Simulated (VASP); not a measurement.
# MnPt with LDA: from relaxation to properties, part 6 of 7

Aim: relax MnPt, then compute properties on the relaxed cell. The start is a cell from a database of measured crystal structures.

VASP 6.6.1, plane waves and PAW; the level of theory is named at each step.

Still holding for the runs below: The magnetic order is the lowest of the few collinear ones that converged above; longer or canted patterns were not tried. The cell is doubled for it, so bands and modes from the zone boundary of the chemical cell fold onto Γ and the labels are those of the larger cell.

So far. Step 10 (Band structure (LDA)): There is no gap at this level. Step 11 (Total and projected DOS (LDA)): The finer mesh and the other smearing move the Fermi level by -0.01 eV from the 10×10×7 run, a small shift, which tests the Fermi level alone. Of the states within 0.3 eV of the Fermi level, the largest shares in the PAW spheres are Mn d 71 % and Pt d 15 %. The rest lies in smaller channels or between the spheres. The relaxed cell has a = 2.706, c = 3.665 Å (conventional setting).

### Step 12. Vibrations at Γ (LDA)

Level of this step: LDA, spin-polarised from an antiferromagnetic start; plane waves and PAW (Mn_pv, Pt) (VASP).

Zone-centre modes test whether the atoms sit at a minimum within this cell. IBRION = 8 takes the force constants from linear response, which needs tightly converged orbitals.

Contents of INCAR:

```
SYSTEM = MnPt
PREC = Accurate
ENCUT = 400
EDIFF = 1E-08
NELM = 100
ISMEAR = 1
SIGMA = 0.2
LREAL = .FALSE.
ALGO = Normal
GGA = CA
NBANDS = 31
ISPIN = 2
MAGMOM = 3.256 -3.256 0 0
LASPH = .TRUE.
LMAXMIX = 4
LORBIT = 11
LWAVE = .FALSE.
LCHARG = .FALSE.
KPAR = 4
IBRION = 8
ISIF = 2
```

Contents of POSCAR:

```
MnPt
1.0
    5.4124341025      0.0000000000      0.0000000000
    2.7062170512      2.7062170512      0.0000000000
    0.0000000000      0.0000000000      3.6647727889
Mn Pt
2 2
Direct
    0.0000000000      0.0000000000      0.0000000000
    0.5000000000      0.0000000000      0.0000000000
    0.0000000000      0.5000000000      0.5000000000
    0.5000000000      0.5000000000      0.5000000000
```

Contents of KPOINTS:

```
Automatic mesh
0
Gamma
14 14 11
0 0 0
```

Potentials, in the order of the species: Mn_pv and Pt (LDA family, release 64).

The run is started by

```console
mpirun -np 4 vasp_std
```

The log of the run:

```text
[... set-up lines as in an earlier step ...]
 entering main loop
       N       E                     dE             d eps       ncg     rms          rms(c)
DAV:   1     0.420115285426E+03    0.42012E+03   -0.21493E+04 28439   0.148E+03
DAV:   2    -0.164783501213E+02   -0.43659E+03   -0.40878E+03 28324   0.428E+02
DAV:   3    -0.393207745258E+02   -0.22842E+02   -0.21648E+02 29841   0.109E+02
DAV:   4    -0.397000623617E+02   -0.37929E+00   -0.37775E+00 29647   0.139E+01
DAV:   5    -0.397068509110E+02   -0.67885E-02   -0.67872E-02 30399   0.198E+00    0.256E+01
DAV:   6    -0.400908182241E+02   -0.38397E+00   -0.30601E+01 27787   0.593E+01    0.264E+01
DAV:   7    -0.366395811871E+02    0.34512E+01   -0.22147E+01 31825   0.591E+01    0.124E+01
DAV:   8    -0.362007848561E+02    0.43880E+00   -0.14952E+00 28628   0.123E+01    0.602E+00
DAV:   9    -0.361775551942E+02    0.23230E-01   -0.33468E-01 31193   0.545E+00    0.295E+00
DAV:  10    -0.361726003307E+02    0.49549E-02   -0.85465E-02 31490   0.284E+00    0.160E+00
DAV:  11    -0.361755514325E+02   -0.29511E-02   -0.13264E-02 28156   0.111E+00    0.449E-01
DAV:  12    -0.361757389243E+02   -0.18749E-03   -0.94337E-04 30565   0.248E-01    0.234E-01
DAV:  13    -0.361756663947E+02    0.72530E-04   -0.40006E-04 31692   0.238E-01    0.995E-02
DAV:  14    -0.361756623205E+02    0.40741E-05   -0.18926E-04 32029   0.135E-01    0.186E-02
DAV:  15    -0.361756656367E+02   -0.33161E-05   -0.14702E-05 28632   0.278E-02    0.567E-03
DAV:  16    -0.361756656616E+02   -0.24925E-07   -0.35183E-07 31796   0.560E-03    0.435E-03
DAV:  17    -0.361756656838E+02   -0.22176E-07   -0.15052E-07 27951   0.487E-03    0.186E-03
DAV:  18    -0.361756656790E+02    0.47658E-08   -0.59126E-08 30130   0.238E-03
   1 F= -.36175666E+02 E0= -.36181275E+02  d E =0.168290E-01  mag=     0.0000
 Linear response reoptimize wavefunctions to high precision
DAV:   1    -0.361756656753E+02    0.37535E-08   -0.96794E-09 23894   0.665E-04
DAV:   2    -0.361756656753E+02   -0.23647E-10   -0.21543E-10 15121   0.110E-04
 Linear response DOF=           4
 Linear response progress:
  Degree of freedom:   1/  4
       N       E                     dE             d eps       ncg     rms          rms(c)
RMM:   1    -0.607653050460E+00   -0.60765E+00   -0.23892E+01 43058   0.133E+02
RMM:   2    -0.699869251959E+00   -0.92216E-01   -0.10932E-01 64359   0.218E+00    0.991E-01
RMM:   3    -0.682996751594E+00    0.16873E-01   -0.21434E-02 71560   0.749E-01    0.424E-01
RMM:   4    -0.687617391438E+00   -0.46206E-02   -0.14149E-03 75348   0.194E-01    0.726E-02
RMM:   5    -0.687408565468E+00    0.20883E-03   -0.13862E-04 75589   0.692E-02    0.445E-02
RMM:   6    -0.687185201736E+00    0.22336E-03   -0.33662E-05 77115   0.341E-02    0.752E-03
RMM:   7    -0.687107182122E+00    0.78020E-04   -0.34131E-06 75540   0.104E-02    0.478E-03
RMM:   8    -0.687054770107E+00    0.52412E-04   -0.12039E-06 71203   0.636E-03    0.639E-03
RMM:   9    -0.686966617030E+00    0.88153E-04   -0.77362E-07 71366   0.511E-03    0.115E-03
RMM:  10    -0.686960523278E+00    0.60938E-05   -0.36494E-07 78942   0.175E-03    0.476E-04
RMM:  11    -0.686962590389E+00   -0.20671E-05   -0.22835E-07 74100   0.781E-04    0.315E-04
RMM:  12    -0.686964396821E+00   -0.18064E-05   -0.97288E-08 75211   0.439E-04    0.150E-04
RMM:  13    -0.686963660341E+00    0.73648E-06   -0.95044E-08 85534   0.259E-04    0.436E-05
RMM:  14    -0.686963399783E+00    0.26056E-06   -0.55966E-08 83239   0.151E-04    0.186E-05
RMM:  15    -0.686963671555E+00   -0.27177E-06   -0.76680E-08 80191   0.931E-05    0.841E-06
RMM:  16    -0.686963844294E+00   -0.17274E-06   -0.40596E-08 81379   0.664E-05    0.335E-06
RMM:  17    -0.686963867471E+00   -0.23177E-07   -0.29229E-08 82116   0.501E-05    0.200E-06
RMM:  18    -0.686963875264E+00   -0.77927E-08   -0.21102E-08 65560   0.393E-05    0.132E-06
 first order change of Fermi-energy   0.68863E-04
 force on displaced ion       1 direction 1 :  -5.856   0.000   0.000
 Linear response progress:
  Degree of freedom:   2/  4
       N       E                     dE             d eps       ncg     rms          rms(c)
RMM:   1    -0.601029896694E+00   -0.60103E+00   -0.23068E+01 28117   0.133E+02
RMM:   2    -0.692249305939E+00   -0.91219E-01   -0.10542E-01 40281   0.208E+00    0.998E-01
RMM:   3    -0.674482551730E+00    0.17767E-01   -0.18104E-02 44066   0.665E-01    0.430E-01
RMM:   4    -0.679039170572E+00   -0.45566E-02   -0.13295E-03 46834   0.176E-01    0.753E-02
RMM:   5    -0.678688698334E+00    0.35047E-03   -0.11409E-04 44473   0.651E-02    0.512E-02
RMM:   6    -0.678436574807E+00    0.25212E-03   -0.46875E-05 44611   0.470E-02    0.433E-02
RMM:   7    -0.678377680820E+00    0.58894E-04   -0.14931E-05 43344   0.284E-02    0.779E-03
RMM:   8    -0.678284563139E+00    0.93118E-04   -0.22839E-06 46124   0.847E-03    0.431E-03
RMM:   9    -0.678191129032E+00    0.93434E-04   -0.95713E-07 44360   0.544E-03    0.363E-03
RMM:  10    -0.678147245479E+00    0.43884E-04   -0.91435E-07 44606   0.369E-03    0.791E-04
RMM:  11    -0.678150754743E+00   -0.35093E-05   -0.26248E-07 49009   0.124E-03    0.316E-04
RMM:  12    -0.678155320390E+00   -0.45656E-05   -0.27362E-07 50049   0.558E-04    0.184E-04
RMM:  13    -0.678156144850E+00   -0.82446E-06   -0.85663E-08 52402   0.292E-04    0.591E-05
RMM:  14    -0.678155863265E+00    0.28158E-06   -0.75327E-08 48965   0.187E-04    0.210E-05
RMM:  15    -0.678156059575E+00   -0.19631E-06   -0.64927E-08 48871   0.123E-04    0.789E-06
RMM:  16    -0.678156181058E+00   -0.12148E-06   -0.58225E-08 48597   0.891E-05    0.440E-06
RMM:  17    -0.678156248372E+00   -0.67313E-07   -0.51918E-08 46852   0.679E-05    0.221E-06
RMM:  18    -0.678156252655E+00   -0.42830E-08   -0.19831E-08 39890   0.525E-05    0.145E-06
 first order change of Fermi-energy  -0.20354E-03
 force on displaced ion       1 direction 3 :  -0.000   0.000  -9.066
 Linear response progress:
  Degree of freedom:   3/  4
       N       E                     dE             d eps       ncg     rms          rms(c)
RMM:   1    -0.264131432771E+00   -0.26413E+00   -0.28586E-01 87339   0.265E+00
RMM:   2    -0.254330620194E+00    0.98008E-02   -0.11405E-02 72170   0.521E-01    0.124E-01
RMM:   3    -0.254241911726E+00    0.88708E-04   -0.96383E-04 70389   0.156E-01    0.772E-02
RMM:   4    -0.254445658563E+00   -0.20375E-03   -0.50503E-04 74343   0.100E-01    0.324E-02
RMM:   5    -0.254502854430E+00   -0.57196E-04   -0.32515E-05 75863   0.308E-02    0.987E-03
RMM:   6    -0.254493498151E+00    0.93563E-05   -0.37046E-06 70499   0.993E-03    0.624E-03
RMM:   7    -0.254497113355E+00   -0.36152E-05   -0.48866E-06 72374   0.913E-03    0.335E-03
RMM:   8    -0.254499737882E+00   -0.26245E-05   -0.28284E-07 69587   0.375E-03    0.165E-03
RMM:   9    -0.254501781201E+00   -0.20433E-05   -0.21818E-07 66150   0.219E-03    0.559E-04
RMM:  10    -0.254500174816E+00    0.16064E-05    0.47435E-09 80014   0.969E-04    0.316E-04
RMM:  11    -0.254498465163E+00    0.17097E-05    0.46392E-08 72201   0.346E-04    0.133E-04
RMM:  12    -0.254497373227E+00    0.10919E-05    0.12644E-07 76114   0.168E-04    0.310E-05
RMM:  13    -0.254497200113E+00    0.17311E-06   -0.40891E-10 76763   0.599E-05    0.124E-05
RMM:  14    -0.254497165377E+00    0.34736E-07    0.80258E-09 84701   0.228E-05    0.628E-06
RMM:  15    -0.254497140605E+00    0.24772E-07   -0.91018E-09 78572   0.128E-05    0.215E-06
RMM:  16    -0.254497131682E+00    0.89231E-08    0.84668E-09 77478   0.969E-06    0.985E-07
 first order change of Fermi-energy   0.11961E-03
 force on displaced ion       3 direction 1 : -13.865  -0.000   0.000
 Linear response progress:
  Degree of freedom:   4/  4
       N       E                     dE             d eps       ncg     rms          rms(c)
RMM:   1    -0.260759459734E+00   -0.26076E+00   -0.27159E-01 54413   0.274E+00
RMM:   2    -0.253810448856E+00    0.69490E-02   -0.12420E-02 45356   0.555E-01    0.123E-01
RMM:   3    -0.253986794637E+00   -0.17635E-03   -0.11075E-03 45103   0.171E-01    0.790E-02
RMM:   4    -0.254463101639E+00   -0.47631E-03   -0.47298E-04 46338   0.102E-01    0.303E-02
RMM:   5    -0.254550440611E+00   -0.87339E-04   -0.37412E-05 47432   0.363E-02    0.109E-02
RMM:   6    -0.254527648770E+00    0.22792E-04   -0.30095E-06 45640   0.102E-02    0.690E-03
RMM:   7    -0.254514274533E+00    0.13374E-04   -0.32993E-06 43822   0.948E-03    0.618E-03
RMM:   8    -0.254512546826E+00    0.17277E-05   -0.17219E-06 46026   0.651E-03    0.171E-03
RMM:   9    -0.254519101560E+00   -0.65547E-05   -0.32390E-07 43081   0.276E-03    0.614E-04
RMM:  10    -0.254517456240E+00    0.16453E-05   -0.13486E-07 45546   0.128E-03    0.466E-04
RMM:  11    -0.254515158848E+00    0.22974E-05    0.14137E-08 46716   0.450E-04    0.230E-04
RMM:  12    -0.254513022739E+00    0.21361E-05   -0.19913E-08 43991   0.281E-04    0.408E-05
RMM:  13    -0.254512777962E+00    0.24478E-06   -0.18065E-08 50387   0.917E-05    0.184E-05
RMM:  14    -0.254512753057E+00    0.24905E-07   -0.20200E-09 50853   0.282E-05    0.992E-06
RMM:  15    -0.254512697382E+00    0.55675E-07   -0.38416E-09 47163   0.168E-05    0.265E-06
RMM:  16    -0.254512669221E+00    0.28160E-07   -0.75346E-10 49200   0.110E-05    0.199E-06
RMM:  17    -0.254512676773E+00   -0.75517E-08   -0.14572E-09 34427   0.801E-06    0.127E-06
 first order change of Fermi-energy   0.85608E-03
 force on displaced ion       3 direction 3 :  -0.000   0.000  -7.430
 Linear response finished
```

Run time: 11 min. Hardware: 4 MPI ranks of Intel Xeon 6975P-C (Granite Rapids), shared host; peak memory 5.7 GiB.

From OUTCAR (step 12):

```text
   k-points           NKPTS =    216   k-points in BZ     NKDIM =    216   number of bands    NBANDS=     31

   NELECT =      46.0000    total number of electrons

  Total       -0.0091563     -0.0091563      0.0056094      0.0000000      0.0000000      0.0000000
  in kB       -0.2732934     -0.2732934      0.1674267      0.0000000      0.0000000      0.0000000
  external PRESSURE =      -0.1263867 kB  Pullay stress =       0.0000000 kB

 POSITION                                       TOTAL-FORCE (eV/Angst)
 -----------------------------------------------------------------------------------
      0.00000      0.00000      0.00000         0.000000     -0.000000      0.000000
      2.70622      0.00000      0.00000        -0.000000      0.000000      0.000000
      1.35311      1.35311      1.83239         0.000000      0.000000     -0.000000
      4.05933      1.35311      1.83239         0.000000     -0.000000      0.000000
 -----------------------------------------------------------------------------------
    total drift:                                0.000000      0.000000     -0.000000

 Eigenvectors and eigenvalues of the dynamical matrix
 ----------------------------------------------------

   1 f  =    6.772181 THz    42.550865 2PiTHz  225.895627 cm-1    28.007476 meV
             X         Y         Z           dx          dy          dz
      0.000000  0.000000  0.000000     0.000000    0.000000    0.707107
      2.706217  0.000000  0.000000     0.000000   -0.000000   -0.707107
      1.353109  1.353109  1.832386    -0.000000   -0.000000    0.000000
      4.059326  1.353109  1.832386    -0.000000    0.000000    0.000000

   2 f  =    6.676834 THz    41.951783 2PiTHz  222.715195 cm-1    27.613152 meV
             X         Y         Z           dx          dy          dz
      0.000000  0.000000  0.000000    -0.000000    0.000000    0.624781
      2.706217  0.000000  0.000000     0.000000    0.000000    0.624781
      1.353109  1.353109  1.832386    -0.000000    0.000000   -0.331132
      4.059326  1.353109  1.832386    -0.000000   -0.000000   -0.331132

   3 f  =    6.268272 THz    39.384717 2PiTHz  209.087061 cm-1    25.923480 meV
             X         Y         Z           dx          dy          dz
      0.000000  0.000000  0.000000     0.384207   -0.352282    0.000000
      2.706217  0.000000  0.000000    -0.384207    0.352282   -0.000000
      1.353109  1.353109  1.832386     0.322900   -0.352162   -0.000000
      4.059326  1.353109  1.832386    -0.322900    0.352162   -0.000000

   4 f  =    6.268272 THz    39.384717 2PiTHz  209.087061 cm-1    25.923480 meV
             X         Y         Z           dx          dy          dz
      0.000000  0.000000  0.000000    -0.352282   -0.384207   -0.000000
      2.706217  0.000000  0.000000     0.352282    0.384207   -0.000000
      1.353109  1.353109  1.832386     0.352162    0.322900    0.000000
      4.059326  1.353109  1.832386    -0.352162   -0.322900    0.000000

   5 f  =    5.280328 THz    33.177278 2PiTHz  176.132776 cm-1    21.837671 meV
             X         Y         Z           dx          dy          dz
      0.000000  0.000000  0.000000    -0.577253    0.239109    0.000000
      2.706217  0.000000  0.000000    -0.577253    0.239109   -0.000000
      1.353109  1.353109  1.832386     0.305866   -0.126695    0.000000
      4.059326  1.353109  1.832386     0.305866   -0.126695    0.000000

   6 f  =    5.280328 THz    33.177278 2PiTHz  176.132776 cm-1    21.837671 meV
             X         Y         Z           dx          dy          dz
      0.000000  0.000000  0.000000    -0.239109   -0.577253    0.000000
      2.706217  0.000000  0.000000    -0.239109   -0.577253   -0.000000
      1.353109  1.353109  1.832386     0.126695    0.305866   -0.000000
      4.059326  1.353109  1.832386     0.126695    0.305866   -0.000000

   7 f  =    4.435395 THz    27.868408 2PiTHz  147.948851 cm-1    18.343311 meV
             X         Y         Z           dx          dy          dz
      0.000000  0.000000  0.000000     0.322891   -0.352170    0.000000
      2.706217  0.000000  0.000000    -0.322891    0.352170   -0.000000
      1.353109  1.353109  1.832386    -0.384216    0.352273    0.000000
      4.059326  1.353109  1.832386     0.384216   -0.352273    0.000000

   8 f  =    4.435395 THz    27.868408 2PiTHz  147.948851 cm-1    18.343311 meV
             X         Y         Z           dx          dy          dz
      0.000000  0.000000  0.000000    -0.352170   -0.322891    0.000000
      2.706217  0.000000  0.000000     0.352170    0.322891   -0.000000
      1.353109  1.353109  1.832386    -0.352273   -0.384216   -0.000000
      4.059326  1.353109  1.832386     0.352273    0.384216   -0.000000

   9 f  =    2.973263 THz    18.681561 2PiTHz   99.177372 cm-1    12.296421 meV
             X         Y         Z           dx          dy          dz
      0.000000  0.000000  0.000000    -0.000000   -0.000000    0.000000
      2.706217  0.000000  0.000000    -0.000000   -0.000000    0.000000
      1.353109  1.353109  1.832386    -0.000000   -0.000000   -0.707107
      4.059326  1.353109  1.832386    -0.000000    0.000000    0.707107

  10 f/i=    0.003347 THz     0.021031 2PiTHz    0.111648 cm-1     0.013843 meV
             X         Y         Z           dx          dy          dz
      0.000000  0.000000  0.000000    -0.318425    0.090616   -0.000000
      2.706217  0.000000  0.000000    -0.318425    0.090616   -0.000000
      1.353109  1.353109  1.832386    -0.600955    0.171018   -0.000000
      4.059326  1.353109  1.832386    -0.600955    0.171018   -0.000000

  11 f/i=    0.003347 THz     0.021031 2PiTHz    0.111648 cm-1     0.013843 meV
             X         Y         Z           dx          dy          dz
      0.000000  0.000000  0.000000    -0.090616   -0.318425    0.000000
      2.706217  0.000000  0.000000    -0.090616   -0.318425    0.000000
      1.353109  1.353109  1.832386    -0.171018   -0.600955    0.000000
      4.059326  1.353109  1.832386    -0.171018   -0.600955    0.000000

  12 f/i=    0.003549 THz     0.022298 2PiTHz    0.118375 cm-1     0.014677 meV
             X         Y         Z           dx          dy          dz
      0.000000  0.000000  0.000000     0.000000   -0.000000   -0.331132
      2.706217  0.000000  0.000000     0.000000   -0.000000   -0.331132
      1.353109  1.353109  1.832386     0.000000   -0.000000   -0.624781
      4.059326  1.353109  1.832386     0.000000   -0.000000   -0.624781

 ELASTIC MODULI CONTR FROM IONIC RELAXATION (kBar)
 Direction    XX          YY          ZZ          XY          YZ          ZX
 --------------------------------------------------------------------------------
 XX           0.0000      0.0000      0.0000      0.0000      0.0000      0.0000
 YY           0.0000      0.0000      0.0000      0.0000      0.0000      0.0000
 ZZ           0.0000      0.0000      0.0000      0.0000      0.0000      0.0000
 XY           0.0000      0.0000      0.0000      0.0000      0.0000      0.0000
 YZ           0.0000      0.0000      0.0000      0.0000      0.0000      0.0000
 ZX           0.0000      0.0000      0.0000      0.0000      0.0000      0.0000
 --------------------------------------------------------------------------------

 magnetization (x)
# of ion       s       p       d       tot
------------------------------------------
    1        0.022   0.045   3.190   3.256
    2       -0.022  -0.045  -3.190  -3.256
    3        0.000   0.000   0.000   0.000
    4        0.000   0.000   0.000   0.000
--------------------------------------------------
tot          0.000   0.000   0.000   0.000

[... 7 parts as in an earlier step ...]

[... 3 further parts left out ...]
```

Energies printed during the response cycles are not total energies of the cell.

Numbers from this step:

```yaml
bands: 31
pressure_of_the_cell: -0.01264 GPa
largest_force_of_the_cell: 0 eV/Å
```

Modes at Γ, with each element's share of the kinetic energy:

```
mode  frequency (cm⁻¹)  Mn %  Pt %
   1              -0.1    22    78
   2              -0.1    22    78
   3              -0.1    22    78
   4              99.2     0   100
   5             147.9    46    54
   6             147.9    46    54
   7             176.1    78    22
   8             176.1    78    22
   9             209.1    54    46
  10             209.1    54    46
  11             222.7    78    22
  12             225.9   100     0
```

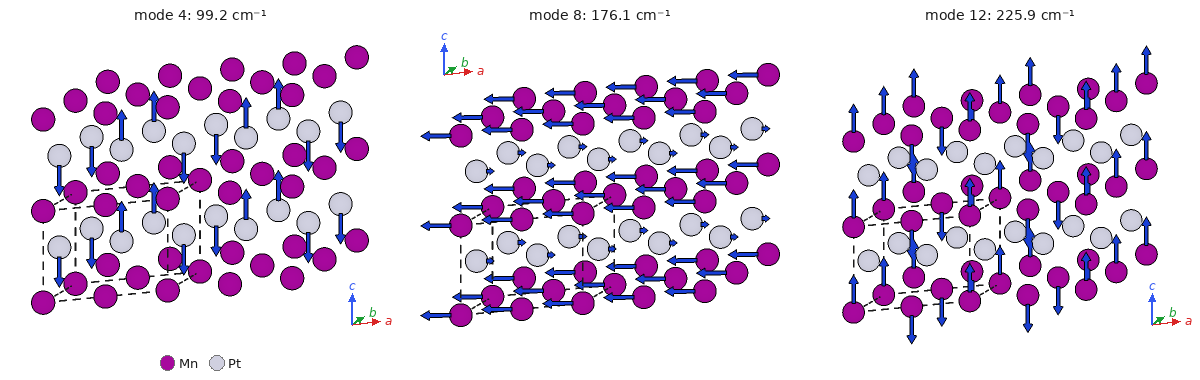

Displacement patterns of modes 4, 8 and 12 at Γ; arrows are exaggerated. 2×2×2 cells are drawn. Some periodic images of atoms are drawn too.

The three acoustic modes lie within 0.1 cm⁻¹ of zero, and all others are real.

(Continued in part 7 of 7.)

[Lines on the potential files, build, host, timing and source positions are cut from VASP's logs without a mark.]

[Logs are printed without paths, hosts, clocks, repeated set-up lines and the standing remarks that a program may print on its own settings, such as how far it seeks lower states.]

[Hosts, paths, dates, database ids (printed as entryN), source tags and the programs' standing remarks are cut or masked in the printed files.]

[A measured line is paired with the nearest computed mode of its activity, which favours agreement.]
